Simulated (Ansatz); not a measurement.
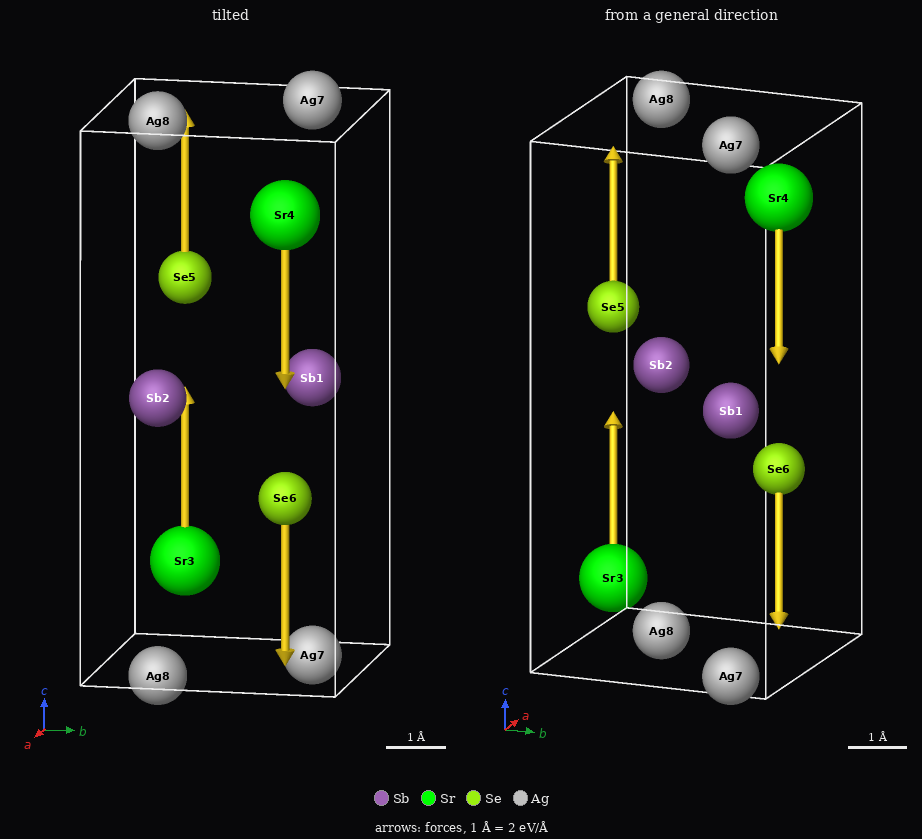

Shown here is a spheres-only view of the crystal, taken slightly off an axis and from a general direction. The wireframe shows the simulation cell. The arrows are the computed forces on the atoms.

System: SrAgSbSe. Computed with DFT, PAW plane waves, HSE06 (Ansatz 0.2.0). Settings: plane-wave cutoff 420 eV, k-points on a 3×3×1 grid, Fermi-Dirac smearing of 0.1 eV, no spin polarisation.

Q: Are the atoms in equilibrium?

A: No. The atoms still feel forces of up to about 5 eV/Å, far above a usual threshold of 0.01 to 0.03 eV/Å.

Q: Identify the atom with the maximum force.

A: Sr3, Sr4, Se5 and Se6, about 5 eV/Å.

Provenance: a generated cell, made by putting these elements into a known structure type (the compound may or may not exist in this form); not relaxed. An electronic-structure calculation with Ansatz was run on it.
